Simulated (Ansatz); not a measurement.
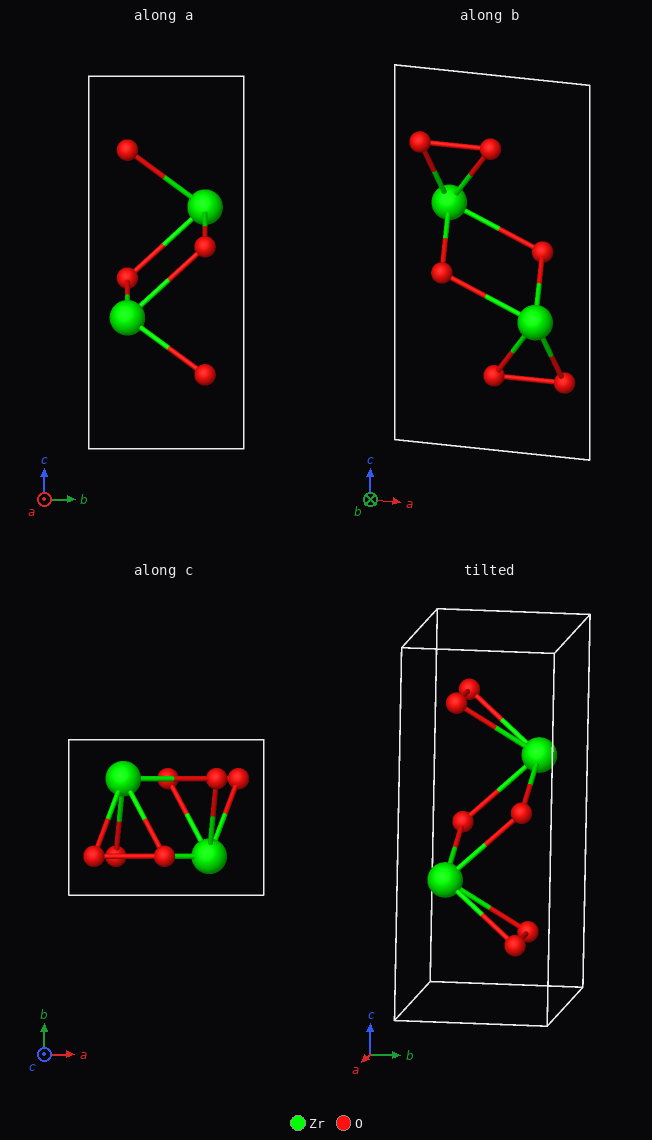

A ball-and-stick picture of a crystal structure, seen along the a axis, along the b axis, along the c axis and slightly off an axis. Thin lines show the conventional unit cell, with boundary atoms drawn in all their periodic places.

Lattice parameters: a = 4.116 Å, b = 3.262 Å, c = 7.870 Å, α = 90.00°, β = 96.02°, γ = 90.00°. Put a along x and b in the xy plane.

> Write the structure as a POSCAR file, with free fractional coordinates to two decimals.

```
Zr O
1.0
     4.116    0.000    0.000
     0.000    3.262    0.000
    -0.826    0.000    7.826
Zr O
2 6
Direct
  0.28 0.75 0.65
  0.72 0.25 0.35
  0.87 0.75 0.20
  0.13 0.25 0.80
  0.24 0.25 0.46
  0.76 0.75 0.54
  0.49 0.25 0.80
  0.51 0.75 0.20
```

Origin of the cell: a structure type filled with these elements by a generator (whether the compound takes this form wasn't checked). The structure drawn was relaxed with DFT PBE, scalar-relativistic, plane waves, PAW in Ansatz.
